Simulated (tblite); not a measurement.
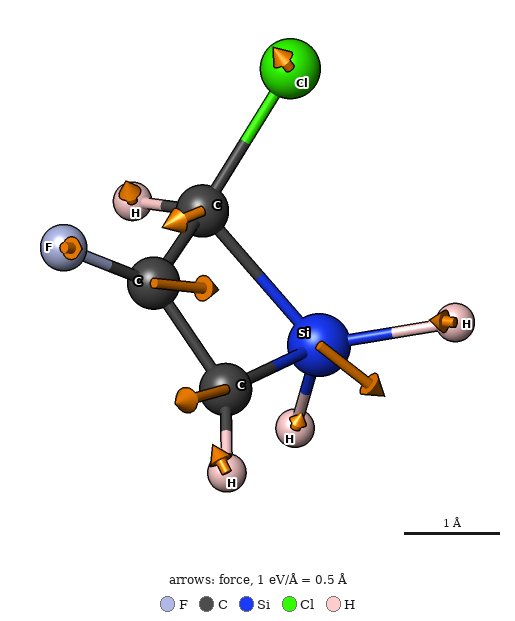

Starting geometry of C3H4ClFSi with the computed forces as orange arrows. The picture is a ball-and-stick view, seen from a free direction.

The calculation used tblite, GFN2-xTB geometry optimisation, gas phase. 

What follows when this structure is relaxed?

It isn't relaxed: the largest force vector, on a C atom, is 1.99 eV/Å. The final displacements follow the starting forces only in part (cosine between the two patterns 0.49). The largest move after the best rigid fit is that of the Cl atom, 0.25 Å. Largest moves by element: Cl 0.25 Å, H 0.18 Å, F 0.17 Å, Si 0.12 Å, C 0.12 Å. Near-neighbour distances that change, for instance: C–C 1.576 → 1.490 Å, C–Si 1.888 → 1.950 Å, C–Si 1.835 → 1.886 Å, H–Si 1.489 → 1.455 Å. Bond angles that change, for instance: Si–C–Cl 107.9° → 116.1°, C–C–C 100.3° → 107.7°, Si–C–H 114.0° → 121.0°. The energy falls by 9.76 kcal/mol in 39 geometry steps.
